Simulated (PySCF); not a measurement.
Coordinates of PbH₂, singlet (Å):

```xyz
3

Pb     0.0000     0.0000    -0.0125
H      1.3046     0.0000     1.2890
H     -1.3046     0.0000     1.2890
```

Unscaled harmonic wavenumbers and double-harmonic intensities, PBE0/def2-TZVP (ECP), PySCF 2.14.0, isolated molecule. The structure is the lowest of the points that a search from bent and linear starts found.

Which lines are the most intense, and is the structure a minimum?

The most intense lines (point group C2v) lie at 1629.3 cm⁻¹ (525.6 km/mol, b2), 1623.8 cm⁻¹ (486.2 km/mol, a1) and 730.9 cm⁻¹ (47.5 km/mol, a1). It has no imaginary mode, so it is a minimum.

```csv
cm⁻¹,km/mol,symmetry
730.9,47.5,a1
1623.8,486.2,a1
1629.3,525.6,b2
```

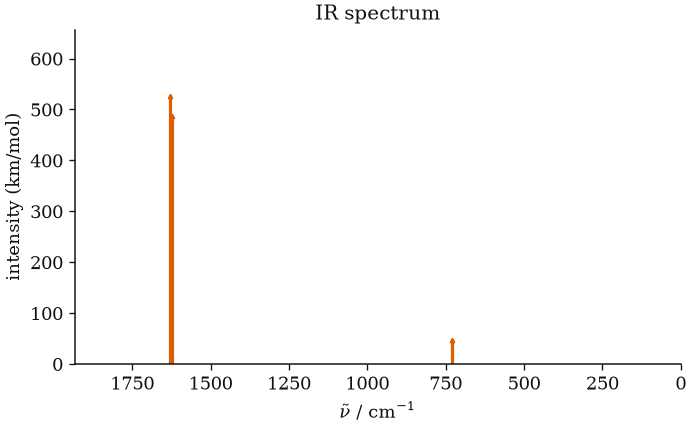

Caveats: spin-orbit coupling is left out, and with Pb it can shift these values.
